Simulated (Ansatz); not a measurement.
# AlClH6OSi2: how energies converge with the basis set

Aim: see how fast density functionals converge with the basis set for AlClH6OSi2.

Method: one geometry, several basis sets; program: Ansatz 0.2.0, Gaussian basis.

Plan: PBE0-D4/def2-SVP; ωB97M-V/def2-SVP; PBE0-D4/def2-QZVPP; ωB97M-V/def2-QZVPP; the functionals' def2-TZVPP values are taken from earlier runs.

### 1 The relaxed structure

An earlier PBE0-D4 in a triple-zeta def2 set relaxation fixed the geometry.

11 atoms, charge 0, spin multiplicity 1.

Atoms are counted from 1 here; the program's logs count them from 0.

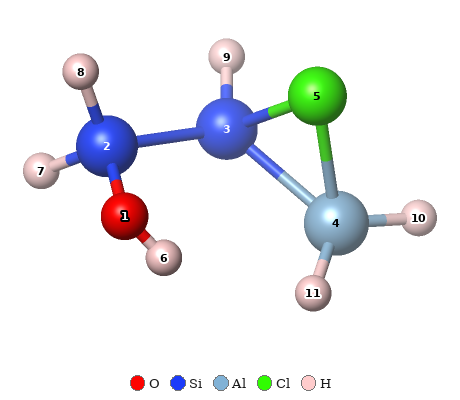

The geometry (oxygen red, silicon blue, aluminium light blue, chlorine green, hydrogen pink); atoms are numbered from 1 in the order of the file.

### 2 PBE0-D4 in def2-SVP

in.yaml reads:

```yaml
crystal:
  periodic: [false, false, false]
  atoms:
    - {symbol: O, position_ang: [-1.816065, 1.239824, -0.199533]}
    - {symbol: Si, position_ang: [-1.157374, 0.306583, -1.386704]}
    - {symbol: Si, position_ang: [0.727512, -0.763124, -0.493413]}
    - {symbol: Al, position_ang: [1.112488, -0.611382, 1.871109]}
    - {symbol: Cl, position_ang: [1.969648, 0.949567, 0.202976]}
    - {symbol: H, position_ang: [-1.707667, 0.956646, 0.710902]}
    - {symbol: H, position_ang: [-2.096831, -0.751509, -1.859176]}
    - {symbol: H, position_ang: [-0.844936, 1.206978, -2.523710]}
    - {symbol: H, position_ang: [1.593351, -1.439568, -1.498266]}
    - {symbol: H, position_ang: [2.332021, -1.324788, 2.574143]}
    - {symbol: H, position_ang: [-0.046845, 0.173675, 2.622373]}
basis:
  gaussian: {orbitals: def2-SVP}
hamiltonian: {xc: pbe0, dispersion: d4}
output: {orbitals: {seedname: orbitals}}
```

The run is started by

```console
ansatz run in.yaml --threads 4 --pin off --events-out ev --progress --plain --max-ram 10444MiB
```

The program printed:

```text
Functional definition: PBE0
  name "PBE0"
  cite "Adamo & Barone, J. Chem. Phys. 110, 6158 (1999) doi:10.1063/1.478522"
  cite "Perdew, Burke & Ernzerhof, Phys. Rev. Lett. 77, 3865 (1996) doi:10.1103/PhysRevLett.77.3865"
  parent pbe
  parameter a = 0.25
  parameter kappa = 0.804
  parameter beta = 0.06672455060314922
  exchange = (1 - a)*pbe_x(kappa = kappa, mu = beta*pi^2/3) + a*exact_x
  correlation = pbe_c(beta = beta)
1089 factors; integrals over basis functions are off by at most 1.1e-3 eV
mean field evaluation 1: about -36988.8947 eV, gradient 4.5e1 eV
mean field evaluation 2: about -36981.7218 eV, gradient 7.6e1 eV
mean field evaluation 4: about -36992.5328 eV, gradient 1.5e0 eV
mean field evaluation 8: about -36992.6155 eV, gradient 1.0e-1 eV
mean field evaluation 16: about -36992.6155 eV, gradient 1.9e-5 eV
mean field -36992.61551966 eV, -1359.4535458523 hartree, gradient 1.9e-5 eV, S^2 0.000000; 0 other end points of the search recorded, 0 dependent functions left out
reference -36992.61555307 eV, -1359.4535470799 hartree; 36, 36 occupied and 80, 80 virtual orbitals, 1089 factors
Total energy: -36992.89517758 eV, -1359.4638230911 hartree
```

Wall time 1.4 s (4 threads of AMD EPYC 7B13, shared host); peak memory 0.53 GiB.

### 3 ωB97M-V in def2-SVP

Changes to in.yaml since step 2:

```diff
@@ -16,3 +16,3 @@
   gaussian: {orbitals: def2-SVP}
-hamiltonian: {xc: pbe0, dispersion: d4}
+hamiltonian: {xc: {name: wB97M-V}}
 output: {orbitals: {seedname: orbitals}}
```

Same command.

The program printed (excerpt; [...] marks lines left out):

```text
Functional definition: wB97M-V
  name "wB97M-V"
  cite "Mardirossian & Head-Gordon, J. Chem. Phys. 144, 214110 (2016) doi:10.1063/1.4952647"
  cite "Becke, J. Chem. Phys. 107, 8554 (1997) doi:10.1063/1.475007"
  cite "Vydrov & Van Voorhis, J. Chem. Phys. 133, 244103 (2010) doi:10.1063/1.3521275"
  # Of w^i u^j: cxij and so on, Table III.
[...]
  gx(w, u) = 1 - cx + cx01*u + cx10*w
  gss(w, u) = css00 + css04*u^4 + css10*w + css20*w^2 + css43*w^4*u^3
  gos(w, u) = cos00 + cos10*w + (cos20 + cos21*u)*w^2 + (cos60 + cos61*u)*w^6
[...]
      + integral(e_c_pw_mod_opposite_spin*gos(b97_w_opposite, b97_u_opposite)) + vv10(b, c)
1089 factors; integrals over basis functions are off by at most 1.1e-3 eV
383 factors; integrals over basis functions are off by at most 9.7e-6 eV
[...]
mean field -37005.56664067 eV, -1359.9294907707 hartree, gradient 3.9e-5 eV, S^2 0.000000; 0 other end points of the search recorded, 0 dependent functions left out
reference -37005.56669440 eV, -1359.9294927450 hartree; 36, 36 occupied and 80, 80 virtual orbitals, 1089 factors
Total energy: -37005.56669440 eV, -1359.9294927450 hartree
```

Wall time 5.5 s (4 threads of AMD EPYC 7B13, shared host); peak memory 0.53 GiB.

### 4 PBE0-D4 in def2-QZVPP

Changes to in.yaml since step 3:

```diff
@@ -15,4 +15,4 @@
 basis:
-  gaussian: {orbitals: def2-SVP}
-hamiltonian: {xc: {name: wB97M-V}}
+  gaussian: {orbitals: "def2-QZVPP.json"}
+hamiltonian: {xc: pbe0, dispersion: d4}
 output: {orbitals: {seedname: orbitals}}
```

Same command.

The program printed:

```text
Functional definition: PBE0
  name "PBE0"
  cite "Adamo & Barone, J. Chem. Phys. 110, 6158 (1999) doi:10.1063/1.478522"
  cite "Perdew, Burke & Ernzerhof, Phys. Rev. Lett. 77, 3865 (1996) doi:10.1103/PhysRevLett.77.3865"
  parent pbe
  parameter a = 0.25
  parameter kappa = 0.804
  parameter beta = 0.06672455060314922
  exchange = (1 - a)*pbe_x(kappa = kappa, mu = beta*pi^2/3) + a*exact_x
  correlation = pbe_c(beta = beta)
2087 factors; their error is unknown
mean field evaluation 1: about -37004.0158 eV, gradient 5.3e1 eV
mean field evaluation 2: about -36994.1022 eV, gradient 9.0e1 eV
mean field evaluation 4: about -37008.7185 eV, gradient 3.4e0 eV
mean field evaluation 8: about -37008.7430 eV, gradient 5.0e-2 eV
mean field evaluation 16: about -37008.7731 eV, gradient 4.6e-5 eV
mean field -37008.77310983 eV, -1360.0473263390 hartree, gradient 4.6e-5 eV, S^2 0.000000; 0 other end points of the search recorded, 0 dependent functions left out
reference -37008.77316015 eV, -1360.0473281880 hartree; 36, 36 occupied and 481, 481 virtual orbitals, 2087 factors
Total energy: -37009.05278466 eV, -1360.0576041991 hartree
```

Run time: 13 s. Hardware: 4 threads of AMD EPYC 7B13, shared host; peak memory 2.6 GiB.

### 5 ωB97M-V in def2-QZVPP

Changes to in.yaml since step 4:

```diff
@@ -16,3 +16,3 @@
   gaussian: {orbitals: "def2-QZVPP.json"}
-hamiltonian: {xc: pbe0, dispersion: d4}
+hamiltonian: {xc: {name: wB97M-V}}
 output: {orbitals: {seedname: orbitals}}
```

Same command.

The program printed (excerpt; [...] marks lines left out):

```text
Functional definition: wB97M-V
  name "wB97M-V"
  cite "Mardirossian & Head-Gordon, J. Chem. Phys. 144, 214110 (2016) doi:10.1063/1.4952647"
  cite "Becke, J. Chem. Phys. 107, 8554 (1997) doi:10.1063/1.475007"
  cite "Vydrov & Van Voorhis, J. Chem. Phys. 133, 244103 (2010) doi:10.1063/1.3521275"
  # Of w^i u^j: cxij and so on, Table III.
[...]
  gx(w, u) = 1 - cx + cx01*u + cx10*w
  gss(w, u) = css00 + css04*u^4 + css10*w + css20*w^2 + css43*w^4*u^3
  gos(w, u) = cos00 + cos10*w + (cos20 + cos21*u)*w^2 + (cos60 + cos61*u)*w^6
[...]
      + integral(e_c_pw_mod_opposite_spin*gos(b97_w_opposite, b97_u_opposite)) + vv10(b, c)
1988 factors; their error is unknown
457 factors; integrals over basis functions are off by at most 1.3e-5 eV
[...]
mean field -37021.69391714 eV, -1360.5221572495 hartree, gradient 4.3e-5 eV, S^2 0.000000; 0 other end points of the search recorded, 0 dependent functions left out
reference -37021.69399924 eV, -1360.5221602664 hartree; 36, 36 occupied and 481, 481 virtual orbitals, 1988 factors
Total energy: -37021.69399924 eV, -1360.5221602664 hartree
```

Wall time 24 s (4 threads of AMD EPYC 7B13, shared host); peak memory 2.8 GiB.

### 6 Density functionals: the series

The def2-TZVPP values come from earlier runs at the same geometry.

| functional | basis | functions | energy (eV) | from the largest (eV) | HOMO (eV) | LUMO (eV) |
| --- | --- | --- | --- | --- | --- | --- |
| PBE0-D4 | def2-SVP | 116 | -36992.8952 | 16.158 | -7.23 | -1.40 |
| PBE0-D4 | def2-TZVPP | 283 | -37007.8302 | 1.223 | -7.18 | -1.51 |
| PBE0-D4 | def2-QZVPP | 517 | -37009.0528 | 0.000 | -7.18 | -1.58 |
| ωB97M-V | def2-SVP | 116 | -37005.5667 | 16.127 | -9.12 | 0.56 |
| ωB97M-V | def2-TZVPP | 283 | -37020.5290 | 1.165 | -9.10 | 0.32 |
| ωB97M-V | def2-QZVPP | 517 | -37021.6940 | 0.000 | -9.11 | 0.10 |

### 7 Outcome

| quantity | value |
| --- | --- |
| PBE0-D4: double and triple zeta above quadruple | 16.16, 1.22 eV |
| ωB97M-V: double and triple zeta above quadruple | 16.13, 1.16 eV |

**Reading.** For PBE0-D4 the step from double to triple zeta gains 14.93 eV and the next only 1.22 eV. These are total energies; as a rule much of such shifts cancels in differences, which this series doesn't test.

For PBE0-D4 the largest set took about 9 times as long as the smallest (13 s against 1.4 s).
